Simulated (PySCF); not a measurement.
Molecule: Mg(SiH3)(OSiH3), SMILES [SiH3][O][Mg][SiH3]. Atoms near the plane z = 0.0 Å, at the PBE0/def2-SVP optimised geometry (x, y, z in Å): Si2 (-0.5, -0.7, 0.0), H4 (-1.0, 0.7, 0.0), H5 (1.0, -0.7, 0.0).

Computed with PBE0/def2-TZVP in PySCF. Cells within 0.4 Å of a nucleus heavier than hydrogen are left out (blank, or x). The values are rescaled to run from 0 to 1.

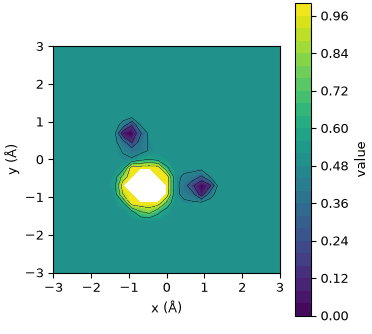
*a field on the plane z = 0.0 Å.*

**Question.** Which quantity is mapped?
A) deformation density (molecule minus spherical neutral atoms)
B) electrostatic potential
C) Laplacian of the electron density
D) log10 of the electron density

**Answer.** C, Laplacian of the electron density. In full: Laplacian of the electron density (e/bohr⁵), clipped to [-1.50, 1.50].
